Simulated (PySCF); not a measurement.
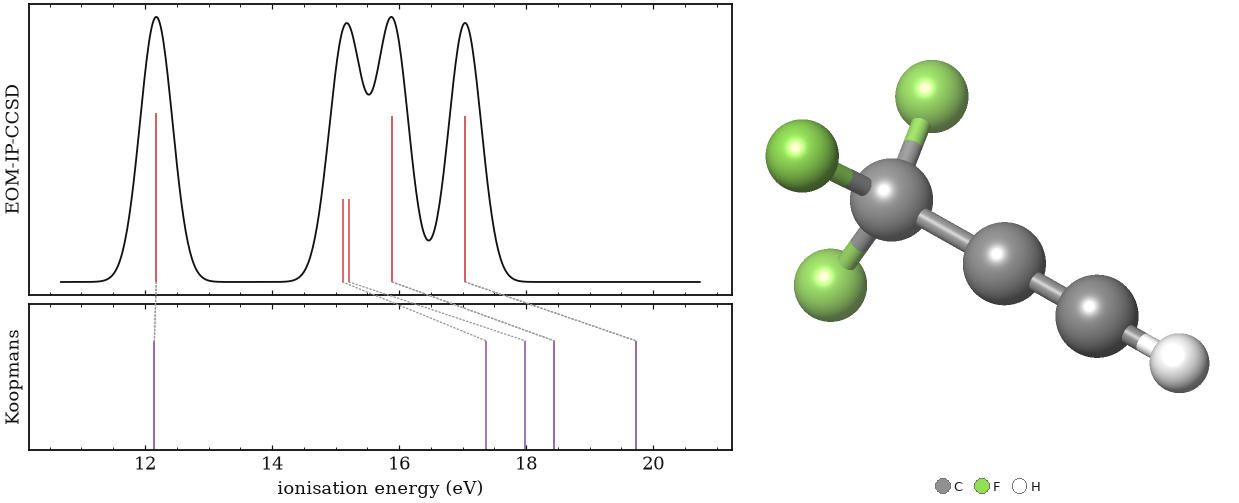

Valence photoelectron lines of C₃HF₃, SMILES C#CC(F)(F)F: vertical EOM-IP-CCSD/aug-cc-pVDZ (frozen core, PySCF 2.14.0, at a PBE0-D3(BJ)/def2-SVP geometry (no frequency check); 8 lines, one for each of the 8 highest orbitals, so a line of a deeper orbital can be missing among them) above, Hartree-Fock orbital energies with the sign turned below, non-relativistic; dotted lines join each line to its leading orbital. Stick heights are one-hole weights (summed over degenerate lines), not cross-sections; Gaussian width 0.60 eV.

### What is the first vertical ionisation energy, and how far is Koopmans' value off?

12.18 eV from the HOMO (with HOMO−1 within 0.05 eV); Koopmans gives 12.15 eV, 0.03 eV too low.

### List the lines.

```csv
hole,EOM-IP-CCSD (eV),Koopmans (eV),one-hole weight
HOMO,12.18,12.15,0.97
HOMO-1,12.18,12.15,0.97
HOMO-2,15.11,17.37,0.95
HOMO-3,15.21,17.99,0.95
HOMO-4,15.89,18.44,0.95
HOMO-5,15.89,18.44,0.95
HOMO-6,17.04,19.73,0.95
HOMO-7,17.04,19.73,0.95
```

Note: small basis, so the lines can lie some tenths of an eV too low.
